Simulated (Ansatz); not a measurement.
**Geometry relaxation, with input and output: C$_{3}$H$_{8}$AlF (part 1 of 2)**

The run: geometry relaxation of C$_{3}$H$_{8}$AlF. Method and program: RKS revPBE-D4/cc-pVDZ (Ansatz 0.2.0).

It belongs to a series of runs on one base structure; here: end point A relaxed. Figures and captions count atoms from 1; the log counts them from 0 in places.

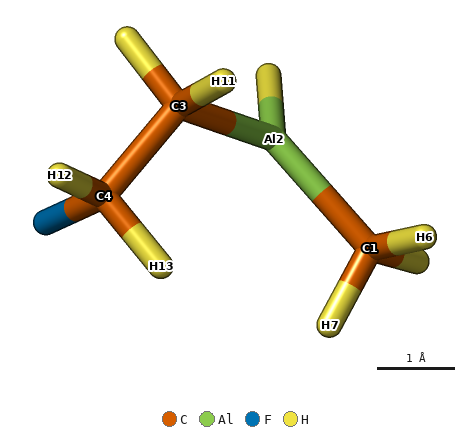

Figure 1. The input geometry (stick view, seen at a tilt; atoms are numbered from 1 in the order of the input). Sticks mark near contacts. Bond lengths as drawn: Al–C 1.92 to 1.98 Å, Al–H 1.56 Å, C–C 1.58 Å, C–F 1.35 Å and C–H 1.10 to 1.21 Å.

Key numbers:

- outcome: converged
- total energy: −12554.0613 eV
- mean-field energy: −12553.3318 eV
- largest force (length of the vector) at the end: 0.011 eV/Å
- hardware: 2 threads of AMD EPYC (Zen 5), 16 GiB of memory available, shared host
- wall time: 33 s (CPU time 63 s)
- peak memory: 0.18 GiB

Input:
```yaml
crystal:
  periodic: [false, false, false]
  atoms:
    - { symbol: C, position_ang: [-1.9268, 0.1868, -0.9507] }
    - { symbol: Al, position_ang: [-0.3947, -0.9484, -0.7104] }
    - { symbol: C, position_ang: [0.8125, -0.6238, 0.8193] }
    - { symbol: C, position_ang: [1.5204, 0.7856, 0.7976] }
    - { symbol: F, position_ang: [2.2508, 0.9218, -0.3332] }
    - { symbol: H, position_ang: [-2.6331, 0.1766, -0.0733] }
    - { symbol: H, position_ang: [-1.6104, 1.2828, -1.0861] }
    - { symbol: H, position_ang: [-2.4969, -0.0728, -1.871] }
    - { symbol: H, position_ang: [-0.0934, -2.1119, -1.6979] }
    - { symbol: H, position_ang: [1.659, -1.3814, 0.8297] }
    - { symbol: H, position_ang: [0.2551, -0.7559, 1.7919] }
    - { symbol: H, position_ang: [2.0848, 0.9382, 1.7264] }
    - { symbol: H, position_ang: [0.593, 1.5676, 0.7724] }
basis:
  gaussian: { orbitals: cc-pVDZ }
hamiltonian:
  xc: revpbe
  dispersion: d4
relax:
  f_tol: 0.02
  max_steps: 50
output:
  orbitals: {}
```

Run as:
```bash
ansatz run input.yaml --threads 2 --pin off --max-ram 3072MiB --backend cpu --events-out ev --progress --plain --runs-dir out
```

Output:
```
The last accepted step is kept in [file] (removed where the run ends without a failure and the disk answers)
Engine: ansatz 0.2.0, x86_64-unknown-linux-gnu
Functional definition: revPBE
  parameter kappa = 1.245
  parameter beta = 0.06672455060314922
  exchange = pbe_x(kappa = kappa, mu = beta*pi^2/3)
  correlation = pbe_c(beta = beta)
1393 factors; their error is unknown
mean field evaluation 1: about -12538.2385 eV, gradient 7.2e1 eV
mean field evaluation 2: about -12518.7990 eV, gradient 1.0e2 eV
mean field evaluation 4: about -12551.3980 eV, gradient 7.2e0 eV
mean field evaluation 8: about -12551.4915 eV, gradient 2.8e-1 eV
mean field evaluation 16: about -12551.4326 eV, gradient 2.3e-3 eV
mean field -12551.43257529 eV, -461.2566394753 hartree, gradient 1.7e-5 eV, S^2 0.000000; 0 other end points of the search recorded, 0 dependent functions left out
the calculation of the forces begins
reference -12551.43262743 eV, -461.2566413916 hartree; 24, 24 occupied and 90, 90 virtual orbitals, 1393 factors
relax step   1: F+E_penalty+E_count = -12552.11988274 eV  Δ(F+E_penalty+E_count) = +0.000e0 eV  max|allowed force component| = 4.425e0 eV/Å  Δτ_max = 0.0000 Å  (30 SCF iters, accepted)
these checks for a lower state are left out or cut short: starts, cluster_reference, orbital_swaps, neighbouring_geometries, increment
1393 factors; their error is unknown
mean field -12551.74221054 eV, -461.2680183610 hartree, gradient 1.7e-5 eV, S^2 0.000000; 0 other end points of the search recorded, 0 dependent functions left out
[... from here on the field's lines of each further geometry are left out, up to the last ...]
relax step   2: F+E_penalty+E_count = -12552.42615130 eV  Δ(F+E_penalty+E_count) = -3.063e-1 eV  max|allowed force component| = 1.582e0 eV/Å  Δτ_max = 0.0981 Å  (30 SCF iters, accepted)
relax step   3: F+E_penalty+E_count = -12552.54601412 eV  Δ(F+E_penalty+E_count) = -1.199e-1 eV  max|allowed force component| = 6.415e-1 eV/Å  Δτ_max = 0.1849 Å  (29 SCF iters, accepted)
relax step   4: F+E_penalty+E_count = -12552.60259294 eV  Δ(F+E_penalty+E_count) = -5.658e-2 eV  max|allowed force component| = 6.642e-1 eV/Å  Δτ_max = 0.1936 Å  (28 SCF iters, accepted)
relax step   5: F+E_penalty+E_count = -12552.67485330 eV  Δ(F+E_penalty+E_count) = -7.226e-2 eV  max|allowed force component| = 3.224e-1 eV/Å  Δτ_max = 0.1951 Å  (29 SCF iters, accepted)
relax step   6: F+E_penalty+E_count = -12552.76459471 eV  Δ(F+E_penalty+E_count) = -8.974e-2 eV  max|allowed force component| = 2.813e-1 eV/Å  Δτ_max = 0.1950 Å  (29 SCF iters, accepted)
relax step   7: F+E_penalty+E_count = -12552.84905776 eV  Δ(F+E_penalty+E_count) = -8.446e-2 eV  max|allowed force component| = 5.644e-1 eV/Å  Δτ_max = 0.1965 Å  (29 SCF iters, accepted)
relax step   8: F+E_penalty+E_count = -12552.89186565 eV  Δ(F+E_penalty+E_count) = -4.281e-2 eV  max|allowed force component| = 6.171e-1 eV/Å  Δτ_max = 0.1935 Å  (30 SCF iters, accepted)
relax step   9: F+E_penalty+E_count = -12552.92395174 eV  Δ(F+E_penalty+E_count) = -3.209e-2 eV  max|allowed force component| = 3.092e-1 eV/Å  Δτ_max = 0.2000 Å  (30 SCF iters, accepted)
relax step  10: F+E_penalty+E_count = -12552.95513938 eV  Δ(F+E_penalty+E_count) = -3.119e-2 eV  max|allowed force component| = 2.465e-1 eV/Å  Δτ_max = 0.1723 Å  (30 SCF iters, accepted)
relax step  11: F+E_penalty+E_count = -12552.96909957 eV  Δ(F+E_penalty+E_count) = -1.396e-2 eV  max|allowed force component| = 2.264e-1 eV/Å  Δτ_max = 0.0941 Å  (30 SCF iters, accepted)
relax step  12: F+E_penalty+E_count = -12552.98233477 eV  Δ(F+E_penalty+E_count) = -1.324e-2 eV  max|allowed force component| = 2.531e-1 eV/Å  Δτ_max = 0.0972 Å  (30 SCF iters, accepted)
relax step  13: F+E_penalty+E_count = -12553.02288998 eV  Δ(F+E_penalty+E_count) = -4.056e-2 eV  max|allowed force component| = 7.127e-1 eV/Å  Δτ_max = 0.1950 Å  (38 SCF iters, accepted)
relax step  14: F+E_penalty+E_count = -12553.13357367 eV  Δ(F+E_penalty+E_count) = -1.107e-1 eV  max|allowed force component| = 1.369e0 eV/Å  Δτ_max = 0.1978 Å  (38 SCF iters, accepted)
relax step  15: F+E_penalty+E_count = -12553.31942059 eV  Δ(F+E_penalty+E_count) = -1.858e-1 eV  max|allowed force component| = 2.025e0 eV/Å  Δτ_max = 0.1962 Å  (37 SCF iters, accepted)
relax step  16: F+E_penalty+E_count = -12553.57560000 eV  Δ(F+E_penalty+E_count) = -2.562e-1 eV  max|allowed force component| = 1.789e0 eV/Å  Δτ_max = 0.1462 Å  (31 SCF iters, accepted)
relax step  17: F+E_penalty+E_count = -12553.84728407 eV  Δ(F+E_penalty+E_count) = -2.717e-1 eV  max|allowed force component| = 1.179e0 eV/Å  Δτ_max = 0.1949 Å  (30 SCF iters, accepted)
relax step  18: F+E_penalty+E_count = -12553.93293863 eV  Δ(F+E_penalty+E_count) = -8.565e-2 eV  max|allowed force component| = 4.206e-1 eV/Å  Δτ_max = 0.1998 Å  (29 SCF iters, accepted)
relax step  19: F+E_penalty+E_count = -12553.81811143 eV  Δ(F+E_penalty+E_count) = +1.148e-1 eV  max|allowed force component| = 1.697e0 eV/Å  Δτ_max = 0.2000 Å  (36 SCF iters, rejected (line search))
relax step  20: F+E_penalty+E_count = -12553.98518361 eV  Δ(F+E_penalty+E_count) = -5.224e-2 eV  max|allowed force component| = 1.292e-1 eV/Å  Δτ_max = 0.0962 Å  (30 SCF iters, accepted)
relax step  21: F+E_penalty+E_count = -12554.00013946 eV  Δ(F+E_penalty+E_count) = -1.496e-2 eV  max|allowed force component| = 1.506e-1 eV/Å  Δτ_max = 0.0957 Å  (30 SCF iters, accepted)
relax step  22: F+E_penalty+E_count = -12554.00713918 eV  Δ(F+E_penalty+E_count) = -7.000e-3 eV  max|allowed force component| = 1.564e-1 eV/Å  Δτ_max = 0.1443 Å  (29 SCF iters, accepted)
relax step  23: F+E_penalty+E_count = -12554.01099586 eV  Δ(F+E_penalty+E_count) = -3.857e-3 eV  max|allowed force component| = 8.135e-2 eV/Å  Δτ_max = 0.0528 Å  (30 SCF iters, accepted)
relax step  24: F+E_penalty+E_count = -12554.01467085 eV  Δ(F+E_penalty+E_count) = -3.675e-3 eV  max|allowed force component| = 7.867e-2 eV/Å  Δτ_max = 0.0747 Å  (30 SCF iters, accepted)
relax step  25: F+E_penalty+E_count = -12554.01695219 eV  Δ(F+E_penalty+E_count) = -2.281e-3 eV  max|allowed force component| = 1.260e-1 eV/Å  Δτ_max = 0.0999 Å  (30 SCF iters, accepted)
relax step  26: F+E_penalty+E_count = -12554.01904364 eV  Δ(F+E_penalty+E_count) = -2.091e-3 eV  max|allowed force component| = 1.458e-1 eV/Å  Δτ_max = 0.0600 Å  (30 SCF iters, accepted)
relax step  27: F+E_penalty+E_count = -12554.02289186 eV  Δ(F+E_penalty+E_count) = -3.848e-3 eV  max|allowed force component| = 1.499e-1 eV/Å  Δτ_max = 0.0823 Å  (30 SCF iters, accepted)
relax step  28: F+E_penalty+E_count = -12554.02708703 eV  Δ(F+E_penalty+E_count) = -4.195e-3 eV  max|allowed force component| = 1.788e-1 eV/Å  Δτ_max = 0.1083 Å  (29 SCF iters, accepted)
relax step  29: F+E_penalty+E_count = -12554.02988333 eV  Δ(F+E_penalty+E_count) = -2.796e-3 eV  max|allowed force component| = 2.545e-1 eV/Å  Δτ_max = 0.1232 Å  (30 SCF iters, accepted)
relax step  30: F+E_penalty+E_count = -12554.03729616 eV  Δ(F+E_penalty+E_count) = -7.413e-3 eV  max|allowed force component| = 2.220e-1 eV/Å  Δτ_max = 0.0795 Å  (30 SCF iters, accepted)
relax step  31: F+E_penalty+E_count = -12554.04786023 eV  Δ(F+E_penalty+E_count) = -1.056e-2 eV  max|allowed force component| = 1.941e-1 eV/Å  Δτ_max = 0.1510 Å  (29 SCF iters, accepted)
relax step  32: F+E_penalty+E_count = -12554.04802357 eV  Δ(F+E_penalty+E_count) = -1.633e-4 eV  max|allowed force component| = 2.974e-1 eV/Å  Δτ_max = 0.1429 Å  (29 SCF iters, accepted)
relax step  33: F+E_penalty+E_count = -12554.05691093 eV  Δ(F+E_penalty+E_count) = -8.887e-3 eV  max|allowed force component| = 1.851e-1 eV/Å  Δτ_max = 0.0523 Å  (31 SCF iters, accepted)
relax step  34: F+E_penalty+E_count = -12554.05929198 eV  Δ(F+E_penalty+E_count) = -2.381e-3 eV  max|allowed force component| = 4.519e-2 eV/Å  Δτ_max = 0.0209 Å  (32 SCF iters, accepted)
relax step  35: F+E_penalty+E_count = -12554.06029766 eV  Δ(F+E_penalty+E_count) = -1.006e-3 eV  max|allowed force component| = 2.490e-2 eV/Å  Δτ_max = 0.0366 Å  (31 SCF iters, accepted)
relax step  36: F+E_penalty+E_count = -12554.06082587 eV  Δ(F+E_penalty+E_count) = -5.282e-4 eV  max|allowed force component| = 4.621e-2 eV/Å  Δτ_max = 0.0618 Å  (30 SCF iters, accepted)
relax step  37: F+E_penalty+E_count = -12554.06111370 eV  Δ(F+E_penalty+E_count) = -2.878e-4 eV  max|allowed force component| = 2.344e-2 eV/Å  Δτ_max = 0.0143 Å  (32 SCF iters, accepted)
the calculation of the forces begins
reference -12553.33180987 eV, -461.3264350588 hartree; 24, 24 occupied and 90, 90 virtual orbitals, 1393 factors
relax step  38: F+E_penalty+E_count = -12554.06124479 eV  Δ(F+E_penalty+E_count) = -1.311e-4 eV  max|allowed force component| = 7.774e-3 eV/Å  Δτ_max = 0.0132 Å  (32 SCF iters, accepted)
1393 factors; their error is unknown
mean field evaluation 288: about -12552.5956 eV, gradient 2.0e1 eV
```

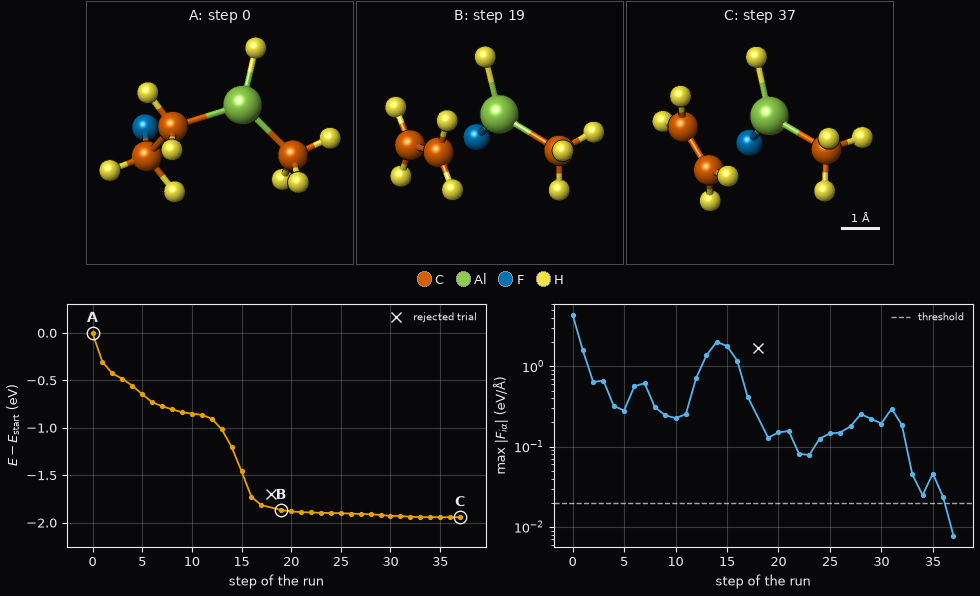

Figure 2. Frames of the relaxation (ball-and-stick view, seen at a tilt) above the curves, on which the letters mark them (the first geometry is step 0 here and step 1 in the log).

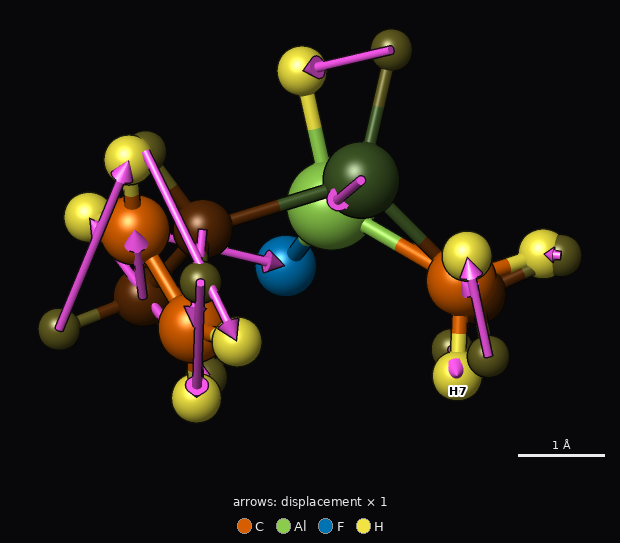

Figure 3. Start (faint) and end (solid) with the displacements as pink arrows, at true length (ball-and-stick view, seen at a tilt). The two geometries are laid on each other by the best rigid fit. The energy falls by 1.941 eV in 37 geometry steps. Largest force component: 4.4 eV/Å at the start, 0.0078 eV/Å at the end. The line search rejected the trial step at point 18 (counted from 0) and went back. The largest move after the best rigid fit is that of H10, 2.55 Å. By element the largest moves are H 2.55 Å, F 1.87 Å, Al 1.17 Å, C 1.16 Å. Among the contacts that change: C4–F5 1.353 → 3.184 Å, Al2–F5 3.262 → 1.731 Å, Al2–C3 1.976 → 2.565 Å, C3–C4 1.577 → 1.358 Å. New bonds form: Al2–F5 (3.26 → 1.73 Å). Bonds break: Al2–C3 (1.98 → 2.57 Å), C4–F5 (1.35 → 3.18 Å). Among the angles that change: C3–C4–H13 103.5° → 121.2°, C4–C3–H10 105.2° → 121.6°, C3–C4–H12 110.1° → 121.7°. (Atoms are counted from 1 in the order of the input.)

```
mean field -12553.33175375 eV, -461.3264329965 hartree, gradient 2.8e-5 eV, S^2 0.000000; 1 other end points of the search recorded, 0 dependent functions left out
the calculation of the forces begins
reference -12553.33180987 eV, -461.3264350588 hartree; 24, 24 occupied and 90, 90 virtual orbitals, 1393 factors
Total energy: -12554.06130091 eV, -461.3532433600 hartree
Atom 0 at    -1.717800    -0.302926    -0.900475 Å, force    -0.000476     0.003128    -0.005282 eV/Å
Atom 1 at     0.161609     0.303879    -1.063441 Å, force    -0.001164    -0.000832     0.002055 eV/Å
Atom 2 at     0.396952     0.074972     1.480891 Å, force    -0.007774    -0.001465     0.006989 eV/Å
Atom 3 at     1.643554    -0.153191     0.993577 Å, force     0.004366     0.005043    -0.003038 eV/Å
Atom 4 at     0.441196     2.011454    -1.008575 Å, force     0.000099     0.005017    -0.001076 eV/Å
Atom 5 at    -1.791022    -1.372794    -0.610148 Å, force    -0.001018    -0.002568     0.001947 eV/Å
Atom 6 at    -2.301087     0.297901    -0.172343 Å, force     0.001396     0.000174     0.002156 eV/Å
Atom 7 at    -2.219494    -0.199863    -1.888463 Å, force     0.001806    -0.001820     0.001665 eV/Å
Atom 8 at     1.301497    -0.549239    -1.813722 Å, force     0.001087     0.000384    -0.001065 eV/Å
Atom 9 at    -0.273218    -0.751665     1.760885 Å, force    -0.002718    -0.003342     0.001851 eV/Å
Atom 10 at     0.027095     1.099851     1.640732 Å, force     0.000335     0.000729    -0.004316 eV/Å
Atom 11 at     2.032570    -1.172978     0.853653 Å, force     0.000102    -0.002827     0.000015 eV/Å
Atom 12 at     2.318447     0.679799     0.742129 Å, force     0.003960    -0.001621    -0.001901 eV/Å
Dipole moment:     0.021191    -0.406156     0.539826 e Å
```

Trajectory as extended XYZ (Å, eV, eV/Å), 17 of the 38 frames kept, from step=1 to step=38:
```
13
Properties=species:S:1:pos:R:3:forces:R:3 step=1 energy=-12552.11988
C    -1.9268    0.1868   -0.9507   -0.6712   1.4127  -0.1690
Al   -0.3947   -0.9484   -0.7104    0.5042   0.0649   0.3495
C     0.8125   -0.6238    0.8193    1.3124  -0.0014   0.4497
C     1.5204    0.7856    0.7976   -4.4245   0.0287   0.9382
F     2.2508    0.9218   -0.3332    1.0355   0.2242  -1.0956
H    -2.6331    0.1766   -0.0733    0.2441   0.0176  -0.3600
H    -1.6104    1.2828   -1.0861   -0.2471  -0.8944   0.2038
H    -2.4969   -0.0728   -1.8710   -0.0839   0.0075   0.1463
H    -0.0934   -2.1119   -1.6979    0.1327  -0.5968  -0.4895
H     1.6590   -1.3814    0.8297   -0.5801   0.2215   0.0916
H     0.2551   -0.7559    1.7919    0.2561   0.1744  -0.3320
H     2.0848    0.9382    1.7264    0.6244   0.2846   0.0973
H     0.5930    1.5676    0.7724    1.8974  -0.9434   0.1697
13
Properties=species:S:1:pos:R:3:forces:R:3 step=3 energy=-12552.54601
C    -1.8933    0.2313   -0.9872   -0.0592  -0.0930  -0.0232
Al   -0.3329   -0.9697   -0.7292    0.0532  -0.0328  -0.1605
C     0.8252   -0.6568    0.8767    0.0216   0.2337   0.0871
C     1.3967    0.7588    0.8134    0.5284  -0.2415   0.6415
F     2.0012    0.9625   -0.4572   -0.1097   0.0051  -0.1446
H    -2.5548    0.2233   -0.0941   -0.0209  -0.0475   0.0836
H    -1.5707    1.2851   -1.1004    0.0889   0.1564  -0.0497
H    -2.5249   -0.0206   -1.8648    0.0514  -0.0158  -0.0050
H    -0.0295   -2.1934   -1.7543   -0.0067   0.0972   0.1072
H     1.6547   -1.3872    0.9440    0.0666  -0.1046  -0.0067
H     0.2437   -0.7487    1.8214   -0.0862  -0.0367  -0.0076
H     2.1879    0.9524    1.6006   -0.2644  -0.1117  -0.4724
H     0.6171    1.5281    0.9459   -0.2630   0.1911  -0.0496
13
Properties=species:S:1:pos:R:3:forces:R:3 step=6 energy=-12552.76460
C    -1.8068    0.2792   -0.9955    0.0163  -0.0210   0.0361
Al   -0.2014   -0.8650   -0.7376    0.0749   0.1356  -0.0164
C     0.7940   -0.6984    1.0148    0.0209  -0.0493   0.0835
C     1.3224    0.7001    0.8227    0.1734  -0.0262   0.1995
F     1.4672    0.8640   -0.6483   -0.1643  -0.0818   0.0017
H    -2.4684    0.2297   -0.1010    0.0050   0.0080  -0.0151
H    -1.5172    1.3465   -1.1145    0.0002   0.0031  -0.0055
H    -2.4176   -0.0035   -1.8780    0.0131   0.0045  -0.0048
H     0.1449   -2.0817   -1.7402    0.0813   0.0705  -0.0159
H     1.6179   -1.4373    1.0890   -0.0183  -0.0126   0.0575
H     0.1569   -0.7768    1.9189   -0.0206   0.0082   0.0038
H     2.3336    0.9306    1.2474   -0.2631  -0.0546  -0.2813
H     0.5948    1.4779    1.1372    0.0813   0.0154  -0.0432
```
